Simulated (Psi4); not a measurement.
**wB97X/cc-pVDZ run of BNH3F3 (SMILES [NH3+][B-](F)(F)F)**

What is the energy change on altering one bond length of BNH3F3 at wB97X/cc-pVDZ? 

The results are computed with Psi4 1.11.

1 further run of the same task is left out (set aside as unsound or not needed).

## 1. The molecule

BNH3F3 has 8 atoms, charge 0, and is taken as a singlet. As SMILES, `[NH3+][B-](F)(F)F`. Geometry: relaxed at PBE0-D4/def2-TZVP.

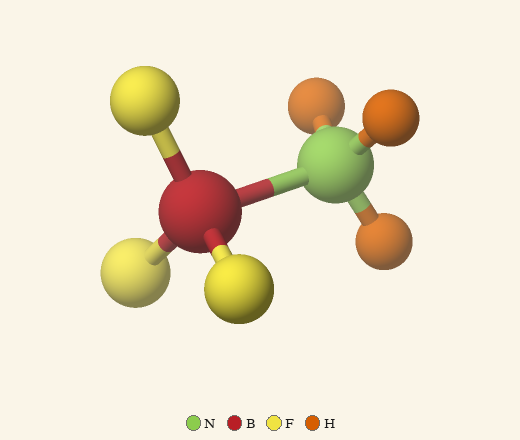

The structure, seen from a chosen angle (nitrogen green, boron red, fluorine yellow, hydrogen orange).

## 2. Energy and forces at wB97X/cc-pVDZ

Input file job.py:

```python
import psi4

psi4.set_memory(1600000000)
psi4.set_num_threads(1)
psi4.core.set_output_file('output.dat', False)

mol = psi4.geometry("""
0 1
N     -0.501800    -0.052400     0.645700
B      0.531500     0.038700    -0.668100
F      1.521100    -0.860400    -0.378100
F     -0.251400    -0.312100    -1.733900
F      0.943600     1.343300    -0.679400
H     -1.280300     0.587300     0.522000
H     -0.006300     0.194600     1.496700
H     -0.864300    -0.996100     0.739300
units angstrom
symmetry c1
""")

psi4.set_options({
    'puream': True,
    'e_convergence': 1e-09,
    'd_convergence': 1e-08,
    'scf_type': 'pk',
    'dft_radial_points': 99,
    'dft_spherical_points': 590,
})

e_tot, wfn = psi4.gradient("wb97x/cc-pVDZ", molecule=mol, return_wfn=True)
psi4.oeprop(wfn, "WIBERG_LOWDIN_INDICES", "MULLIKEN_CHARGES", "LOWDIN_CHARGES", title="WB97X")
print('gradient / Eh bohr^-1')
print(e_tot.np.round(6))
print(f'energy = {wfn.energy():.10f} Eh')
```

Command:

```sh
$ python job.py
```

output.dat:

```text
[...]
  Running in c1 symmetry.
[...]
  Nuclear repulsion =  191.439123084637203
[...]
  Multiplicity = 1
[...]
  Nalpha       = 21
  Nbeta        = 21
[...]
    Number of basis functions: 85
[...]
   @RKS iter   1:  -380.90261087665380   -7.03817e-01   8.08535e-03 ADIIS/DIIS
[...]
   @RKS iter  10:  -381.07667814138495   -3.09797e-11   7.11252e-09 DIIS
[...]
    Orbital Energies [Eh]
    ---------------------
    Doubly Occupied:
       1A    -24.701568     2A    -24.701544     3A    -24.701536
       4A    -14.502341     5A     -6.941766     6A     -1.307225
       7A     -1.262739     8A     -1.262712     9A     -1.096636
      10A     -0.683849    11A     -0.683835    12A     -0.672280
      13A     -0.607209    14A     -0.586841    15A     -0.586829
      16A     -0.496334    17A     -0.496329    18A     -0.472534
      19A     -0.472519    20A     -0.460504    21A     -0.449235
[...]
  @RKS Final Energy:  -381.07667814138495
   => Energetics <=
    Nuclear Repulsion Energy =            191.4391230846372025
    One-Electron Energy =                -909.7600828846145760
    Two-Electron Energy =                 368.5572203905724677
    DFT Exchange-Correlation Energy =     -31.3129387319800614
    Empirical Dispersion Energy =           0.0000000000000000
    VV10 Nonlocal Energy =                  0.0000000000000000
    Total Energy =                       -381.0766781413849458
[...]
 Multipole Moments:
 ------------------------------------------------------------------------------------
     Multipole            Electronic (a.u.)      Nuclear  (a.u.)        Total (a.u.)
 ------------------------------------------------------------------------------------
 L = 1.  Multiply by 2.5417464519 to convert [e a0] to [Debye]
 Dipole X            :          2.6418144           -4.1662771           -1.5244628
 Dipole Y            :          0.2329071           -0.3675062           -0.1345991
 Dipole Z            :         -3.3589746            5.2976523            1.9386777
 Magnitude           :                                                    2.4699342
[...]
  -Total Gradient:
     Atom            X                  Y                   Z
    ------   -----------------  -----------------  -----------------
       1       -0.002855077608    -0.000200204767     0.003533443980
       2        0.001994842874     0.000139288656    -0.002473545528
       3       -0.007719368785     0.007763635570    -0.003446078885
       4        0.007412694269     0.003062337685     0.008141025836
       5       -0.002790545506    -0.011053202361    -0.000866552012
       6        0.003839656757    -0.002811956661     0.000073414042
       7       -0.001796827719    -0.001047398925    -0.004212814649
       8        0.001964067587     0.004169733154    -0.000888826624
[...]
  Mulliken Charges: (a.u.)
   Center  Symbol    Alpha    Beta     Spin     Total
       1     N     3.48672  3.48672  0.00000  0.02657
       2     B     2.42005  2.42005  0.00000  0.15990
       3     F     4.60203  4.60203  0.00000 -0.20406
       4     F     4.60206  4.60206  0.00000 -0.20412
       5     F     4.60206  4.60206  0.00000 -0.20412
       6     H     0.42904  0.42904  0.00000  0.14193
       7     H     0.42902  0.42902  0.00000  0.14195
       8     H     0.42902  0.42902  0.00000  0.14196
   Total alpha = 21.00000, Total beta = 21.00000, Total charge = -0.00000
[...]
```

The script printed:

```text
gradient / Eh bohr^-1
[[-2.8550e-03 -2.0000e-04  3.5330e-03]
 [ 1.9950e-03  1.3900e-04 -2.4740e-03]
 [-7.7190e-03  7.7640e-03 -3.4460e-03]
 [ 7.4130e-03  3.0620e-03  8.1410e-03]
 [-2.7910e-03 -1.1053e-02 -8.6700e-04]
 [ 3.8400e-03 -2.8120e-03  7.3000e-05]
 [-1.7970e-03 -1.0470e-03 -4.2130e-03]
 [ 1.9640e-03  4.1700e-03 -8.8900e-04]]
energy = -381.0766781414 Eh
```

It took 23 s on 1 thread of Intel Xeon 6975P-C (Granite Rapids), shared host; peak memory 0.85 GiB.

## 3. The distorted shape at the same level

Input file job.inp:

```
memory 1600 mb

molecule {
  0 1
  N     -0.898177    -0.249988    -0.035060
  B      0.135123    -0.158888    -1.348860
  F      1.124723    -1.057988    -1.058860
  F     -0.647777    -0.509688    -2.414660
  F      0.547223     1.145712    -1.360160
  H     -1.676677     0.389712    -0.158760
  H     -0.006300     0.194600     1.496700
  H     -1.260677    -1.193688     0.058540
  symmetry c1
}

set basis cc-pVDZ
set puream true
set e_convergence 1e-09
set d_convergence 1e-08
set scf_type pk
set dft_radial_points 99
set dft_spherical_points 590

result, w = gradient("wb97x", return_wfn=True)
oeprop(w, "MAYER_INDICES", "QUADRUPOLE", "LOWDIN_CHARGES", title="WB97X")
```

Command:

```sh
$ psi4 -n 1 job.inp job.out
```

job.out, cut to the lines that bear on the results:

```text
[...]
  Running in c1 symmetry.
[...]
  Nuclear repulsion =  188.594261764534707
[...]
  Multiplicity = 1
[...]
  Nalpha       = 21
  Nbeta        = 21
[...]
    Number of basis functions: 85
[...]
   @RKS iter   1:  -380.67693407515839   -8.33032e-01   8.72057e-03 DIIS/ADIIS
[...]
   @RKS iter  13:  -380.92866027155708   -1.13687e-12   2.81040e-09 DIIS
[...]
    Orbital Energies [Eh]
    ---------------------
    Doubly Occupied:
       1A    -24.704859     2A    -24.694430     3A    -24.694397
       4A    -14.521211     5A     -6.936814     6A     -1.303179
       7A     -1.260999     8A     -1.255661     9A     -1.049578
      10A     -0.670535    11A     -0.664448    12A     -0.606158
      13A     -0.591804    14A     -0.581324    15A     -0.530868
      16A     -0.492680    17A     -0.490148    18A     -0.466373
      19A     -0.463733    20A     -0.450115    21A     -0.445096
[...]
  @RKS Final Energy:  -380.92866027155708
   => Energetics <=
    Nuclear Repulsion Energy =            188.5942617645347070
    One-Electron Energy =                -904.4080758702523326
    Two-Electron Energy =                 366.0550455583601774
    DFT Exchange-Correlation Energy =     -31.1698917241996760
    Empirical Dispersion Energy =           0.0000000000000000
    VV10 Nonlocal Energy =                  0.0000000000000000
    Total Energy =                       -380.9286602715570780
[...]
  -Total Gradient:
     Atom            X                  Y                   Z
    ------   -----------------  -----------------  -----------------
       1       -0.049297199361    -0.020211056735    -0.053360873037
       2       -0.005321428344    -0.003380078992    -0.014143928345
       3       -0.008171336647     0.008610038815    -0.000953478944
       4        0.010598669273     0.003623538275     0.006114726672
       5       -0.002930367251    -0.011379284922     0.001783176790
       6        0.005010372959    -0.008029607496    -0.008515177290
       7        0.049233198967     0.023849837049     0.079508286657
       8        0.001039159042     0.006938612028    -0.010575315674
[...]
 Multipole Moments:
 ------------------------------------------------------------------------------------
     Multipole            Electronic (a.u.)      Nuclear  (a.u.)        Total (a.u.)
[...]
```

It took 25 s on 1 thread of Intel Xeon 6975P-C (Granite Rapids), shared host; peak memory 0.85 GiB.

## 4. Results

At wB97X/cc-pVDZ:

| quantity | value |
| --- | --- |
| first shape: total energy | -381.07668 Eh |
| first shape: dipole moment | 6.28 D |
| first shape: HOMO energy | -12.22 eV |
| first shape: LUMO energy | 2.84 eV |
| first shape: HOMO–LUMO gap | 15.07 eV |
| first shape: largest force on an atom | 0.590 eV/Å |
| distorted shape: total energy | -380.92866 Eh |
| distorted shape: dipole moment | 6.49 D |
| distorted shape: HOMO energy | -12.11 eV |
| distorted shape: LUMO energy | -2.32 eV |
| distorted shape: HOMO–LUMO gap | 9.79 eV |
| distorted shape: largest force on an atom | 4.963 eV/Å |
| energy change with the N1–H7 bond stretched from 1.015 to 1.827 Å | 4.028 eV |

What this shows: With the N1–H7 bond stretched from 1.015 to 1.827 Å the energy rises by 4.03 eV (389 kJ/mol). The first shape isn't relaxed at this level, so the change isn't measured from a minimum. The largest force (first shape) is 0.59 eV/Å: the shape isn't a stationary point for this species at this level.
